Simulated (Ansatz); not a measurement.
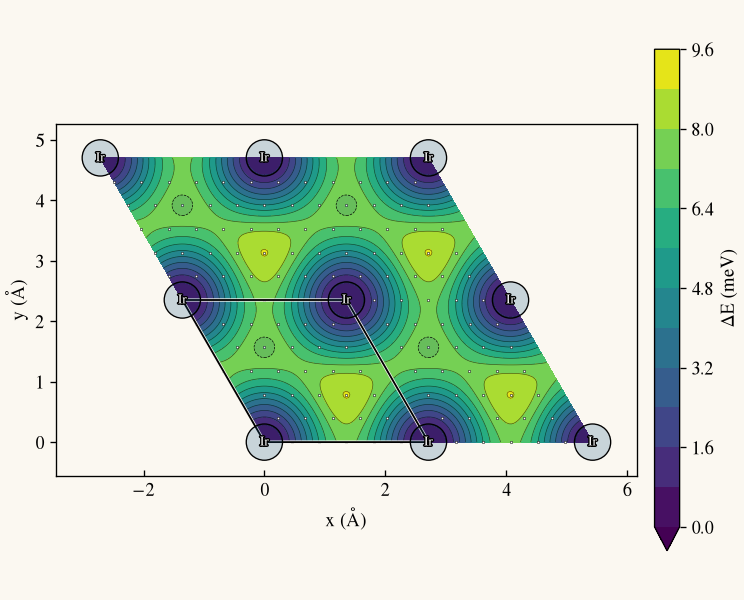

CO on an Ir(111) slab cut from the Fm-3m phase, its upper half relaxed before the scan (12 atoms of substrate and one adsorbate in a 2 × 2 cell). CO (O end down) is moved over the surface cell at a fixed height above a rigid substrate; the origin of the map has the adsorbate above Ir9; the height is held at 3.30 Å. Places are given modulo a cell vector. The map is drawn in real space over the plane of the surface. The grid has 6 × 6 points; 10 points were computed and 26 follow by symmetry. Places are given in fractions of the 1 × 1 surface cell. Energies: meV, counted from the lowest grid point. At a fixed height the lowest place need not be the adsorption site. The runs have no spin polarisation; a magnetic state may lie lower. This map comes from DFT PBE+D3(BJ), scalar-relativistic, plane waves, PAW in Ansatz 0.2.0. Settings: cutoff 420 eV, k-mesh 6×6×1, gaussian smearing 0.1 eV, no spin polarisation.

The picture shows filled contours, dots at the grid points, labelled circles for the atoms of the top layer and small ones for the second layer, the outline of one cell of the 2 × 2 shown. Between grid points the surface is interpolated.

The lowest grid point is at the top site over a surface Ir atom, (0/6, 0/6) of the cell vectors. No other kind of well shows on this grid. The highest grid point, a threefold hollow over a third-layer Ir atom, (4/6, 2/6) of the cell vectors, lies 8.8 meV above the lowest. On the interpolated surface the easiest way out of the lowest well to its copy in the next cell or period passes a barrier of about 7.4 meV.

The scan is repeated with another setting: the height is held at 3.40 Å; all else is set up alike.

### How does the landscape change?

The lowest place stays at the top site over a surface Ir atom, (0/6, 0/6) of the cell vectors. The span from the lowest to the highest grid point shrinks from 8.8 to 6.2 meV. The easiest pass out of the lowest well goes from about 7.4 to about 5.2 meV on the interpolated surfaces.

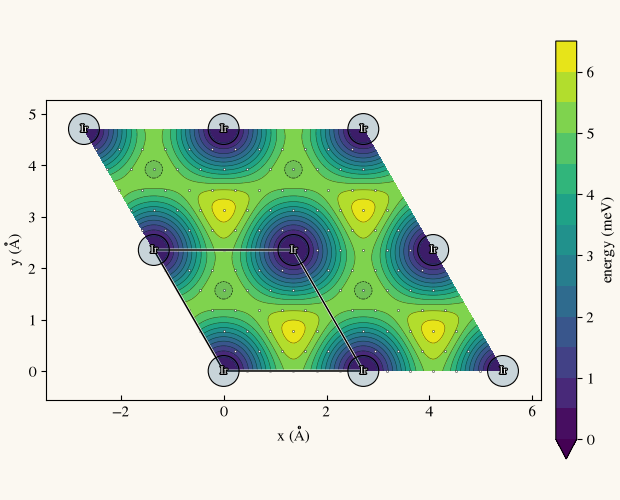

The map after the change, on a colour scale of its own. The picture shows filled contours, dots at the grid points, labelled circles for the atoms of the top layer and small ones for the second layer, the outline of one cell of the 2 × 2 shown. Between grid points the surface is interpolated.

PAW datasets: the set soft_1.
